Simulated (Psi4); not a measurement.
# C3H6F2 (1,3-difluoropropane) at HSE06/cc-pVDZ

What is the energy change on altering one bond length of C3H6F2 (1,3-difluoropropane) at HSE06/cc-pVDZ? 

Program for the calculation: Psi4 1.11.

2 further runs of the same task are left out: 2 set aside as unsound or not needed.

## (1) Starting point

C3H6F2: 11 atoms, total charge 0, spin state singlet. SMILES: `FCCCF`. Geometry: relaxed at PBE0-D4/def2-TZVP. This is one conformer, not always the lowest.

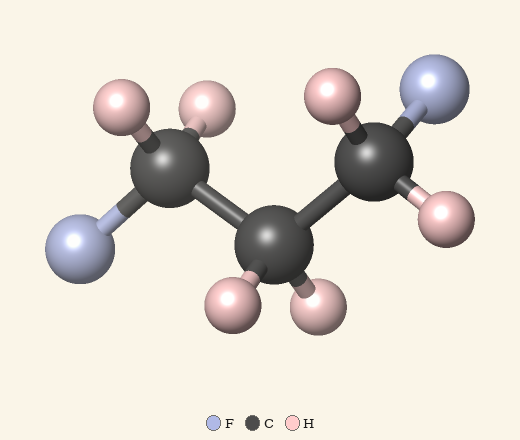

Viewed from a chosen angle; fluorine light blue, carbon dark grey, hydrogen pink.

## (2) A single-point energy at HSE06/cc-pVDZ

Contents of run.py:

```python
import psi4

psi4.set_memory(1600000000)
psi4.set_num_threads(1)
psi4.set_output_file('c3h6f2.out', False)

mol = psi4.geometry("""
0 1
F     -1.964400     1.432700    -0.107100
C     -0.715300     1.000700     0.300600
C     -0.375000    -0.298800    -0.387800
C      0.967500    -0.838200     0.034700
F      1.975600     0.040200    -0.331200
H     -0.744500     0.875300     1.388600
H      0.008000     1.781800     0.054100
H     -0.388200    -0.154300    -1.471600
H     -1.138100    -1.046200    -0.147100
H      1.026200    -0.968100     1.120800
H      1.173400    -1.798000    -0.445900
symmetry c1
no_reorient
no_com
""")

psi4.set_options(dict(puream=True, e_convergence=1e-09, d_convergence=1e-08, scf_type='pk', dft_radial_points=99, dft_spherical_points=590))

result, w = psi4.energy("hse06/cc-pVDZ", return_wfn=True)
psi4.oeprop(w, "MULLIKEN_CHARGES", "MAYER_INDICES", "WIBERG_LOWDIN_INDICES", title="HSE06")
print('E =', round(result, 9))
```

Command:

```sh
$ python run.py
```

c3h6f2.out, cut to the lines that bear on the results:

```text
[...]
  Running in c1 symmetry.
[...]
  Nuclear repulsion =  184.503528916065221
[...]
  Multiplicity = 1
[...]
  Nalpha       = 21
  Nbeta        = 21
[...]
    Number of basis functions: 100
[...]
   @RKS iter   1:  -317.10487679183512   -2.88966e-01   6.22044e-03 DIIS/ADIIS
[...]
   @RKS iter  11:  -317.30902792335189   -3.69482e-12   5.99811e-09 DIIS
[...]
    Orbital Energies [Eh]
    ---------------------
    Doubly Occupied:
       1A    -24.748636     2A    -24.741884     3A    -10.297284
       4A    -10.289060     5A    -10.229328     6A     -1.206348
       7A     -1.199961     8A     -0.810248     9A     -0.695523
      10A     -0.614994    11A     -0.515502    12A     -0.509156
      13A     -0.489178    14A     -0.477664    15A     -0.450620
      16A     -0.426419    17A     -0.391230    18A     -0.355368
      19A     -0.336091    20A     -0.326095    21A     -0.318150
[...]
  @RKS Final Energy:  -317.30902792335189
   => Energetics <=
    Nuclear Repulsion Energy =            184.5035289160652212
    One-Electron Energy =                -802.8909362406550372
    Two-Electron Energy =                 331.4707862116516139
    DFT Exchange-Correlation Energy =     -30.3924068104136822
    Empirical Dispersion Energy =           0.0000000000000000
    VV10 Nonlocal Energy =                  0.0000000000000000
    Total Energy =                       -317.3090279233518913
[...]
 Multipole Moments:
 ------------------------------------------------------------------------------------
     Multipole            Electronic (a.u.)      Nuclear  (a.u.)        Total (a.u.)
 ------------------------------------------------------------------------------------
 L = 1.  Multiply by 2.5417464519 to convert [e a0] to [Debye]
 Dipole X            :          1.4076255           -1.3212965            0.0863289
 Dipole Y            :        -21.6820168           21.0303841           -0.6516327
 Dipole Z            :          7.4021343           -7.1068820            0.2952523
 Magnitude           :                                                    0.7205912
[...]
  Mulliken Charges: (a.u.)
   Center  Symbol    Alpha    Beta     Spin     Total
       1     F     4.62701  4.62701  0.00000 -0.25402
       2     C     2.89506  2.89506  0.00000  0.20987
       3     C     3.07185  3.07185  0.00000 -0.14370
       4     C     2.90539  2.90539  0.00000  0.18922
       5     F     4.62715  4.62715  0.00000 -0.25430
       6     H     0.48472  0.48472  0.00000  0.03055
       7     H     0.47778  0.47778  0.00000  0.04445
       8     H     0.47113  0.47113  0.00000  0.05774
       9     H     0.47673  0.47673  0.00000  0.04653
      10     H     0.48284  0.48284  0.00000  0.03432
      11     H     0.48034  0.48034  0.00000  0.03933
[...]
```

Standard output:

```text
E = -317.309027923
```

It took 39 s on 1 thread of Intel Xeon 6975P-C (Granite Rapids), shared host; peak memory 0.94 GiB.

## (3) The distorted shape: energy and gradient at HSE06/cc-pVDZ

Contents of c3h6f2.xyz:

```xyz
11
C3H6F2
F     -2.015456     1.627666    -0.003818
C     -0.766356     1.195666     0.403882
C     -0.375000    -0.298800    -0.387800
C      0.967500    -0.838200     0.034700
F      1.975600     0.040200    -0.331200
H     -0.795556     1.070266     1.491882
H     -0.043056     1.976766     0.157382
H     -0.388200    -0.154300    -1.471600
H     -1.138100    -1.046200    -0.147100
H      1.026200    -0.968100     1.120800
H      1.173400    -1.798000    -0.445900
```

Contents of c3h6f2.py:

```python
import psi4

psi4.set_memory('1600 MB')
psi4.set_num_threads(1)
psi4.core.set_output_file('psi4.out', False)

with open('c3h6f2.xyz') as f:
    atoms = ''.join(f.readlines()[2:])
m = psi4.geometry('0 1\n' + atoms + 'symmetry c1')

options = {'basis': 'cc-pVDZ', 'puream': True, 'e_convergence': 1e-09, 'd_convergence': 1e-08, 'scf_type': 'pk', 'dft_radial_points': 99, 'dft_spherical_points': 590}
psi4.set_options(options)

E, wfn = psi4.gradient("HSE06", return_wfn=True)
print('gradient / Eh bohr^-1')
print(E.np.round(6))
print(f'energy = {wfn.energy():.10f} Eh')
```

Command:

```sh
$ python c3h6f2.py
```

psi4.out, cut to the lines that bear on the results:

```text
[...]
  Running in c1 symmetry.
[...]
  Nuclear repulsion =  178.981983696143857
[...]
  Multiplicity = 1
[...]
  Nalpha       = 21
  Nbeta        = 21
[...]
    Number of basis functions: 100
[...]
   @RKS iter   1:  -317.11109150854975   -5.20722e-01   5.81491e-03 DIIS/ADIIS
[...]
   @RKS iter  11:  -317.29024952506364   -6.93490e-12   8.24667e-09 DIIS
[...]
    Orbital Energies [Eh]
    ---------------------
    Doubly Occupied:
       1A    -24.746512     2A    -24.745392     3A    -10.304200
       4A    -10.295723     5A    -10.241476     6A     -1.203109
       7A     -1.201753     8A     -0.785240     9A     -0.687303
      10A     -0.617760    11A     -0.504567    12A     -0.500693
      13A     -0.482462    14A     -0.476735    15A     -0.450384
      16A     -0.426832    17A     -0.392535    18A     -0.350103
      19A     -0.334288    20A     -0.331585    21A     -0.303060
[...]
  @RKS Final Energy:  -317.29024952506364
   => Energetics <=
    Nuclear Repulsion Energy =            178.9819836961438568
    One-Electron Energy =                -791.9468014123465309
    Two-Electron Energy =                 326.0036833600374848
    DFT Exchange-Correlation Energy =     -30.3291151688984577
    Empirical Dispersion Energy =           0.0000000000000000
    VV10 Nonlocal Energy =                  0.0000000000000000
    Total Energy =                       -317.2902495250636434
[...]
  -Total Gradient:
     Atom            X                  Y                   Z
    ------   -----------------  -----------------  -----------------
       1       -0.005062739105     0.005329189145     0.000673022630
       2       -0.002609535076     0.049920159559     0.032222999130
       3        0.007467614378    -0.050968114954    -0.032284779497
       4        0.002465498208    -0.010645673079     0.000592459670
       5       -0.001466945911    -0.002163930359     0.000674813787
       6       -0.001477858148     0.006412057036    -0.003653391683
       7       -0.006697884553     0.001061766408     0.004720576659
       8        0.001333488735    -0.005933770675     0.003660059563
       9        0.006120756640    -0.001060290077    -0.003645779261
      10        0.000127840784     0.001814891744    -0.005664418318
      11       -0.000195740879     0.006250559700     0.002689361938
[...]
```

The script printed:

```text
gradient / Eh bohr^-1
[[-0.005063  0.005329  0.000673]
 [-0.00261   0.04992   0.032223]
 [ 0.007468 -0.050968 -0.032285]
 [ 0.002465 -0.010646  0.000592]
 [-0.001467 -0.002164  0.000675]
 [-0.001478  0.006412 -0.003653]
 [-0.006698  0.001062  0.004721]
 [ 0.001333 -0.005934  0.00366 ]
 [ 0.006121 -0.00106  -0.003646]
 [ 0.000128  0.001815 -0.005664]
 [-0.000196  0.006251  0.002689]]
energy = -317.2902495251 Eh
```

It took 52 s on 1 thread of Intel Xeon 6975P-C (Granite Rapids), shared host; peak memory 0.94 GiB.

## (4) What came out

At HSE06/cc-pVDZ:

| quantity | value |
| --- | --- |
| first shape: total energy | -317.30903 Eh |
| first shape: dipole moment | 1.83 D |
| first shape: HOMO energy | -8.66 eV |
| first shape: LUMO energy | 1.44 eV |
| first shape: HOMO–LUMO gap | 10.10 eV |
| distorted shape: total energy | -317.29025 Eh |
| distorted shape: dipole moment | 1.77 D |
| distorted shape: HOMO energy | -8.25 eV |
| distorted shape: LUMO energy | 1.47 eV |
| distorted shape: HOMO–LUMO gap | 9.71 eV |
| distorted shape: largest force on an atom | 3.126 eV/Å |
| energy change with the C2–C3 bond stretched from 1.509 to 1.736 Å | 0.511 eV |

What this shows: With the C2–C3 bond stretched from 1.509 to 1.736 Å the energy rises by 0.51 eV (11.8 kcal/mol). The first shape isn't relaxed at this level, so the change isn't measured from a minimum. Mulliken charges (first shape) run from -0.25 on F5 to +0.21 on C2; they depend strongly on the basis.
